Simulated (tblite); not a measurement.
# C$_{2}$H$_{13}$NOSi$_{3}$: geometry relaxation (part 2 of 3)

C$_{2}$H$_{13}$NOSi$_{3}$; GFN2-xTB geometry optimisation, gas phase (tblite 0.8.0). 

Geometry of the input (Å):
```
C  -2.1525  1.5730  -0.2155
Si -1.3265  0.6976  1.1879
Si 0.1714  -0.7245  0.3417
C  -0.8177  -1.8617  -0.7852
O  0.9692  -1.5967  1.5884
Si 1.7522  0.2930  -0.8544
N  2.9282  0.9014  0.2691
H  -2.0172  0.9761  -1.1222
H  -1.7221  2.5665  -0.3884
H  -3.2453  1.6493  -0.0036
H  -0.7664  1.5960  2.1932
H  -2.3742  -0.1483  1.8256
H  -1.7380  -2.1252  -0.1764
H  -0.2230  -2.7564  -1.0533
H  -1.1290  -1.2451  -1.6525
H  1.3416  -2.4231  1.1940
H  2.3793  -0.7679  -1.6701
H  1.2338  1.3208  -1.7425
H  3.3256  1.8297  0.1483
H  3.4056  0.2565  0.9128
```

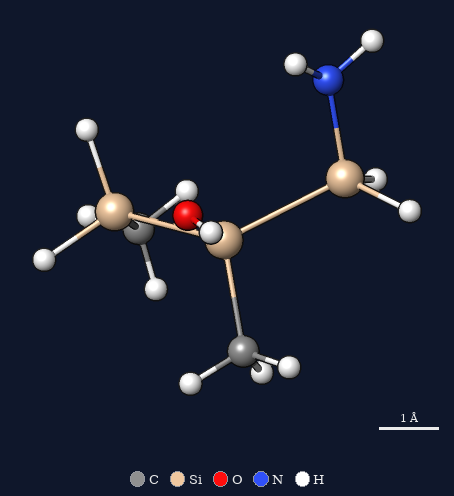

Figure 1. The geometry at step 89 of the log (ball-and-stick view, seen at a tilt).

**Trajectory as extended XYZ, continued**
```
20
Properties=species:S:1:pos:R:3:forces:R:3 step=39 energy=-629.00367
C    -2.2297    1.6510   -0.1051   -0.0080   0.0070  -0.0340
Si   -1.4128    0.6408    1.2883    0.0220  -0.0770   0.0120
Si    0.1517   -0.7451    0.2767    0.1280   0.0290   0.0490
C    -0.7503   -1.9924   -0.8681   -0.0300  -0.0030  -0.0110
O     0.7039   -1.5867    1.5850    0.0030   0.0530   0.0140
Si    1.8813    0.2466   -0.9342   -0.0480  -0.0800   0.0150
N     2.9269    1.0359    0.1906   -0.1670  -0.0010  -0.0470
H    -2.2820    1.0804   -1.0271   -0.0240  -0.0610  -0.0320
H    -1.6588    2.5462   -0.3251    0.0330   0.0490   0.0320
H    -3.2412    1.9590    0.1336   -0.0070   0.0360   0.0880
H    -0.8442    1.5638    2.2843   -0.0320   0.0470  -0.0240
H    -2.4786   -0.0665    2.0253   -0.0430   0.0230  -0.0260
H    -1.5972   -2.4414   -0.3583   -0.0310  -0.0420   0.0590
H    -0.1123   -2.8053   -1.2040    0.0670   0.0010  -0.0060
H    -1.1412   -1.5053   -1.7541    0.0180   0.0500  -0.0620
H     1.1535   -2.4261    1.5375    0.0000   0.0080  -0.0700
H     2.6353   -0.6539   -1.8394    0.0120  -0.0310  -0.0120
H     1.4110    1.3370   -1.8020    0.0240  -0.0080   0.0160
H     3.6880    1.5955   -0.1503    0.0730   0.0520  -0.0200
H     3.1915    0.5771    1.0435    0.0100  -0.0520   0.0600
20
Properties=species:S:1:pos:R:3:forces:R:3 step=49 energy=-629.02111
C    -2.2501    1.6860   -0.0810   -0.0060   0.0020  -0.0050
Si   -1.4205    0.6342    1.2709   -0.0300  -0.0110   0.0390
Si    0.1682   -0.7394    0.2894   -0.0170   0.0030  -0.0290
C    -0.6940   -2.0006   -0.8715   -0.0310  -0.0080  -0.0150
O     0.7307   -1.5673    1.6024    0.0050   0.0010  -0.0380
Si    1.8832    0.2135   -0.9523   -0.0090  -0.0120  -0.0240
N     2.8949    1.0382    0.1762   -0.0210  -0.0320  -0.0240
H    -2.4097    1.1216   -0.9945   -0.0170  -0.0280  -0.0090
H    -1.6404    2.5465   -0.3362    0.0120   0.0070  -0.0020
H    -3.2170    2.0535    0.2452    0.0040   0.0450   0.0060
H    -0.8658    1.5643    2.2672   -0.0100   0.0210   0.0270
H    -2.5118   -0.0632    1.9818    0.0070  -0.0090  -0.0030
H    -1.5270   -2.4963   -0.3807    0.0060  -0.0280   0.0480
H    -0.0163   -2.7758   -1.2237    0.0040   0.0130   0.0040
H    -1.0965   -1.5041   -1.7485    0.0200   0.0130  -0.0330
H     1.1235   -2.4327    1.5243    0.0180   0.0020   0.0050
H     2.6185   -0.7237   -1.8433    0.0220   0.0400   0.0630
H     1.4316    1.2941   -1.8416    0.0090  -0.0290  -0.0170
H     3.7012    1.5385   -0.1588    0.0180   0.0220   0.0280
H     3.0921    0.6234    1.0717    0.0160  -0.0120  -0.0240
20
Properties=species:S:1:pos:R:3:forces:R:3 step=59 energy=-629.03143
C    -2.2665    1.7169   -0.0531   -0.0390   0.0190  -0.0280
Si   -1.4460    0.6364    1.2806   -0.0210  -0.0210   0.0040
Si    0.1489   -0.7228    0.2772    0.0460   0.0070  -0.0570
C    -0.6700   -2.0117   -0.8875   -0.0210  -0.0240   0.0120
O     0.7390   -1.5420    1.5858   -0.0270  -0.0150  -0.0390
Si    1.8838    0.1995   -0.9670    0.0440   0.0210  -0.0250
N     2.8791    1.0434    0.1636    0.0030  -0.0220   0.0680
H    -2.5223    1.1425   -0.9401   -0.0100   0.0190   0.0320
H    -1.6070    2.5220   -0.3646    0.0000  -0.0340  -0.0060
H    -3.1810    2.1719    0.3168    0.0380  -0.0050  -0.0170
H    -0.9111    1.5652    2.2896    0.0140  -0.0130   0.0330
H    -2.5354   -0.0845    1.9738    0.0190   0.0090  -0.0170
H    -1.4731   -2.5482   -0.3891   -0.0040  -0.0180   0.0180
H     0.0472   -2.7525   -1.2380   -0.0210   0.0110   0.0080
H    -1.0974   -1.5416   -1.7681    0.0190   0.0260   0.0200
H     1.1201   -2.4128    1.5058    0.0080   0.0280   0.0050
H     2.6781   -0.7486   -1.7909   -0.0280  -0.0080   0.0190
H     1.4515    1.2373   -1.9157    0.0200  -0.0150   0.0170
H     3.7133    1.5142   -0.1483   -0.0430   0.0010  -0.0090
H     3.0435    0.6261    1.0660    0.0030   0.0340  -0.0380
20
Properties=species:S:1:pos:R:3:forces:R:3 step=69 energy=-629.03837
C    -2.2691    1.7250   -0.0467   -0.0130   0.0190  -0.0230
Si   -1.4493    0.6314    1.2796   -0.0330   0.0420  -0.0230
Si    0.1434   -0.7096    0.2522    0.0370   0.0000  -0.0030
C    -0.6782   -2.0144   -0.8877   -0.0060   0.0000   0.0050
O     0.7268   -1.5291    1.5606    0.0130  -0.0180   0.0470
Si    1.8995    0.1906   -0.9729    0.0280   0.0080  -0.0240
N     2.8565    1.0520    0.1796    0.0360  -0.0140  -0.0170
H    -2.5896    1.1427   -0.9072    0.0050   0.0110   0.0340
H    -1.5807    2.4847   -0.4061    0.0040  -0.0260  -0.0040
H    -3.1438    2.2392    0.3399    0.0310  -0.0160   0.0180
H    -0.9317    1.5323    2.3235    0.0290   0.0040  -0.0120
H    -2.5365   -0.1010    1.9558   -0.0380  -0.0350  -0.0030
H    -1.4643   -2.5581   -0.3696   -0.0130   0.0150  -0.0200
H     0.0438   -2.7490   -1.2402   -0.0230   0.0070  -0.0270
H    -1.1191   -1.5467   -1.7624   -0.0180  -0.0370  -0.0030
H     1.1561   -2.3757    1.4712    0.0150  -0.0050   0.0140
H     2.7055   -0.7840   -1.7574   -0.0260   0.0260   0.0300
H     1.4974    1.2130   -1.9502    0.0320  -0.0120   0.0280
H     3.6746    1.5509   -0.1312   -0.0270   0.0240  -0.0180
H     3.0536    0.6165    1.0661   -0.0340   0.0070   0.0000
20
Properties=species:S:1:pos:R:3:forces:R:3 step=79 energy=-629.04469
C    -2.2729    1.7449   -0.0292    0.0000   0.0010  -0.0220
Si   -1.4623    0.6148    1.2708    0.0040   0.0380  -0.0330
Si    0.1414   -0.7093    0.2341    0.0080   0.0010   0.0000
C    -0.6824   -2.0217   -0.8973    0.0000   0.0060   0.0010
O     0.7201   -1.5175    1.5538    0.0030  -0.0020  -0.0010
Si    1.9174    0.1730   -0.9797    0.0100  -0.0050   0.0030
N     2.8437    1.0564    0.1762   -0.0170   0.0400  -0.0110
H    -2.7045    1.1675   -0.8414   -0.0080  -0.0170  -0.0090
H    -1.5513    2.4283   -0.4672    0.0120  -0.0030   0.0170
H    -3.0708    2.3428    0.3991    0.0220  -0.0020   0.0280
H    -0.9337    1.4865    2.3351   -0.0020  -0.0100  -0.0110
H    -2.5620   -0.1345    1.9098   -0.0110  -0.0070   0.0130
H    -1.4466   -2.5766   -0.3591   -0.0090  -0.0060  -0.0220
H     0.0434   -2.7421   -1.2690   -0.0150  -0.0180  -0.0100
H    -1.1539   -1.5674   -1.7631   -0.0080   0.0040   0.0140
H     1.1997   -2.3372    1.4678    0.0100  -0.0080   0.0170
H     2.7304   -0.8332   -1.7116    0.0040   0.0050   0.0030
H     1.5799    1.1847   -1.9880   -0.0240  -0.0070  -0.0060
H     3.6357    1.6016   -0.1222    0.0020  -0.0150   0.0130
H     3.0236    0.6496    1.0782    0.0190   0.0060   0.0170
20
Properties=species:S:1:pos:R:3:forces:R:3 step=89 energy=-629.04742
C    -2.2692    1.7499   -0.0281    0.0020  -0.0040  -0.0010
Si   -1.4600    0.6010    1.2548   -0.0120   0.0040  -0.0070
Si    0.1443   -0.7258    0.2247   -0.0040   0.0040   0.0060
C    -0.6909   -2.0329   -0.9068    0.0070   0.0070  -0.0060
O     0.7121   -1.5175    1.5585   -0.0020  -0.0060  -0.0100
Si    1.9251    0.1727   -0.9722   -0.0060  -0.0240   0.0110
N     2.8345    1.0849    0.1775   -0.0220  -0.0080  -0.0090
H    -2.7501    1.1876   -0.8235    0.0040  -0.0040   0.0080
H    -1.5354    2.4045   -0.4893   -0.0070   0.0040   0.0080
H    -3.0276    2.3760    0.4310    0.0190   0.0040  -0.0110
H    -0.9248    1.4595    2.3249    0.0100   0.0120   0.0030
H    -2.5632   -0.1417    1.8982   -0.0010  -0.0040  -0.0040
H    -1.4527   -2.5905   -0.3676    0.0090   0.0030  -0.0060
H     0.0238   -2.7534   -1.2994    0.0030  -0.0080   0.0110
H    -1.1723   -1.5672   -1.7610   -0.0070   0.0150   0.0060
H     1.2151   -2.3252    1.4975    0.0100  -0.0120  -0.0030
H     2.7540   -0.8333   -1.6849    0.0160   0.0020   0.0000
H     1.5788    1.1645   -1.9969   -0.0180   0.0010  -0.0050
H     3.6384    1.6095   -0.1246    0.0110   0.0240  -0.0240
H     3.0149    0.6882    1.0841   -0.0120  -0.0100   0.0330
20
Properties=species:S:1:pos:R:3:forces:R:3 step=99 energy=-629.04911
C    -2.2585    1.7519   -0.0315    0.0020   0.0020   0.0040
Si   -1.4543    0.5966    1.2511   -0.0150  -0.0020  -0.0100
Si    0.1497   -0.7409    0.2304   -0.0050   0.0010   0.0050
C    -0.6991   -2.0301   -0.9094   -0.0090   0.0000   0.0050
O     0.7150   -1.5425    1.5588   -0.0060   0.0050   0.0000
Si    1.9289    0.1568   -0.9641   -0.0050  -0.0100   0.0020
N     2.8154    1.0959    0.1812   -0.0140   0.0040  -0.0030
H    -2.7657    1.1925   -0.8129    0.0140   0.0060   0.0170
H    -1.5210    2.3889   -0.5111    0.0150  -0.0170   0.0010
H    -2.9938    2.4020    0.4324    0.0050  -0.0220   0.0000
H    -0.9165    1.4529    2.3216    0.0040   0.0100   0.0070
H    -2.5623   -0.1464    1.8879    0.0100   0.0130  -0.0050
H    -1.4633   -2.5848   -0.3714   -0.0050  -0.0090   0.0090
H     0.0039   -2.7563   -1.3128   -0.0030   0.0170  -0.0080
H    -1.1847   -1.5466   -1.7514    0.0150  -0.0080  -0.0150
H     1.2485   -2.3302    1.4935   -0.0040  -0.0110  -0.0040
H     2.7894   -0.8294   -1.6668   -0.0020  -0.0050   0.0000
H     1.5551    1.1333   -1.9935   -0.0020   0.0060  -0.0180
H     3.6063    1.6371   -0.1267    0.0050   0.0110   0.0040
H     3.0017    0.7101    1.0918    0.0000   0.0080   0.0100
20
Properties=species:S:1:pos:R:3:forces:R:3 step=109 energy=-629.05136
C    -2.2230    1.7484   -0.0265    0.0100   0.0180   0.0010
Si   -1.4343    0.5956    1.2652   -0.0260  -0.0120  -0.0080
Si    0.1459   -0.7608    0.2362    0.0000   0.0010  -0.0070
C    -0.7097   -2.0299   -0.9224    0.0090  -0.0070   0.0000
O     0.6956   -1.5836    1.5580    0.0130   0.0080  -0.0100
Si    1.9264    0.1407   -0.9555    0.0020   0.0030  -0.0020
N     2.7737    1.1333    0.1751   -0.0200   0.0060   0.0000
H    -2.7672    1.1937   -0.7858    0.0300  -0.0090   0.0090
H    -1.4686    2.3444   -0.5310   -0.0050   0.0100  -0.0170
H    -2.9253    2.4333    0.4370    0.0030   0.0070   0.0040
H    -0.8936    1.4523    2.3363    0.0000  -0.0130  -0.0160
H    -2.5571   -0.1301    1.8906   -0.0070  -0.0070   0.0360
H    -1.4700   -2.6001   -0.3948   -0.0010   0.0120   0.0150
H    -0.0002   -2.7443   -1.3348   -0.0010  -0.0070  -0.0200
H    -1.1959   -1.5394   -1.7602    0.0160   0.0060   0.0080
H     1.2472   -2.3579    1.4834   -0.0090  -0.0150   0.0040
H     2.8214   -0.8329   -1.6328   -0.0020  -0.0120   0.0260
H     1.5306    1.0707   -2.0204    0.0070   0.0190   0.0010
H     3.5589    1.6860   -0.1275   -0.0130  -0.0040  -0.0180
H     2.9401    0.7913    1.1069   -0.0080  -0.0050  -0.0040
20
Properties=species:S:1:pos:R:3:forces:R:3 step=118 energy=-629.05602
C    -2.1419    1.7381   -0.0243   -0.0030   0.0240  -0.0100
Si   -1.4054    0.5833    1.2966   -0.0010   0.0260  -0.0140
Si    0.1399   -0.7972    0.2488    0.0000  -0.0130  -0.0110
C    -0.7176   -2.0305   -0.9451   -0.0100  -0.0130  -0.0120
O     0.6780   -1.6546    1.5518    0.0250   0.0010   0.0030
Si    1.9088    0.1229   -0.9412    0.0040   0.0010  -0.0030
N     2.6712    1.2133    0.1579   -0.0050   0.0010   0.0370
H    -2.7133    1.1782   -0.7602    0.0170   0.0310   0.0050
H    -1.3677    2.2870   -0.5561   -0.0290  -0.0450   0.0380
H    -2.8105    2.4673    0.4217   -0.0070  -0.0040  -0.0140
H    -0.8400    1.4413    2.3536    0.0210  -0.0090  -0.0120
H    -2.5452   -0.0881    1.9518   -0.0090  -0.0130  -0.0050
H    -1.4819   -2.6089   -0.4330   -0.0270   0.0070   0.0040
H    -0.0181   -2.7405   -1.3816    0.0260   0.0070   0.0110
H    -1.1963   -1.5110   -1.7695   -0.0140   0.0040   0.0120
H     1.2098   -2.4407    1.4592    0.0000  -0.0170   0.0070
H     2.8618   -0.8463   -1.5433   -0.0030   0.0150   0.0190
H     1.4998    0.9889   -2.0548    0.0180  -0.0070  -0.0120
H     3.4488    1.7730   -0.1502    0.0020   0.0140  -0.0200
H     2.8145    0.9352    1.1149   -0.0060  -0.0090  -0.0200
20
Properties=species:S:1:pos:R:3:forces:R:3 step=128 energy=-629.05939
C    -2.0730    1.7296   -0.0201   -0.0010   0.0060  -0.0080
Si   -1.3799    0.5660    1.3163   -0.0180  -0.0110  -0.0080
Si    0.1371   -0.8385    0.2562   -0.0020  -0.0060  -0.0050
C    -0.7476   -2.0291   -0.9604   -0.0100  -0.0050  -0.0060
O     0.6896   -1.7233    1.5343   -0.0090   0.0020   0.0090
Si    1.9037    0.1044   -0.9185    0.0120  -0.0010   0.0060
N     2.5550    1.2942    0.1499    0.0050   0.0040  -0.0140
H    -2.6950    1.1912   -0.7300   -0.0010   0.0090   0.0130
H    -1.2672    2.1935   -0.5814    0.0050   0.0240  -0.0020
H    -2.6762    2.5252    0.4050   -0.0030  -0.0240   0.0110
H    -0.7761    1.4104    2.3614    0.0100   0.0050   0.0050
H    -2.5383   -0.0653    1.9808    0.0110  -0.0010  -0.0120
H    -1.5192   -2.6088   -0.4605    0.0020  -0.0080   0.0110
H    -0.0592   -2.7338   -1.4224    0.0070  -0.0070   0.0170
H    -1.2261   -1.4801   -1.7653   -0.0050   0.0130  -0.0020
H     1.2137   -2.5129    1.4279   -0.0090  -0.0040  -0.0100
H     2.9290   -0.8472   -1.4192    0.0100   0.0050   0.0050
H     1.5155    0.8872   -2.0984    0.0070  -0.0020  -0.0110
H     3.2970    1.8935   -0.1732   -0.0070   0.0030   0.0030
H     2.7122    1.0542    1.1148   -0.0020  -0.0010   0.0000
20
Properties=species:S:1:pos:R:3:forces:R:3 step=138 energy=-629.06195
C    -2.0229    1.7452   -0.0068   -0.0270  -0.0010   0.0080
Si   -1.3528    0.5575    1.3216    0.0010  -0.0230  -0.0290
Si    0.1386   -0.8702    0.2591    0.0220  -0.0090  -0.0310
C    -0.7581   -2.0415   -0.9657    0.0060   0.0090  -0.0180
O     0.6726   -1.7855    1.5238    0.0120   0.0060   0.0040
Si    1.9161    0.0821   -0.9050   -0.0080  -0.0150  -0.0060
N     2.4572    1.3643    0.1180   -0.0040   0.0000  -0.0340
H    -2.6650    1.2283   -0.7157    0.0040   0.0080   0.0320
H    -1.2132    2.1952   -0.5744    0.0110   0.0130   0.0280
H    -2.6036    2.5501    0.4332    0.0030  -0.0200  -0.0120
H    -0.6988    1.3755    2.3576   -0.0310   0.0140   0.0190
H    -2.5210   -0.0531    1.9916    0.0360   0.0340  -0.0160
H    -1.5319   -2.6302   -0.4786    0.0280   0.0210   0.0180
H    -0.0668   -2.7372   -1.4367   -0.0140  -0.0180  -0.0070
H    -1.2329   -1.4748   -1.7599   -0.0130  -0.0110  -0.0270
H     1.1454   -2.6046    1.3988   -0.0080   0.0120   0.0010
H     3.0120   -0.8392   -1.3089   -0.0210   0.0150   0.0180
H     1.5506    0.7811   -2.1471    0.0080  -0.0310   0.0310
H     3.1836    1.9808   -0.2077   -0.0010   0.0100  -0.0130
H     2.5857    1.1870    1.0998   -0.0030  -0.0140   0.0360
```
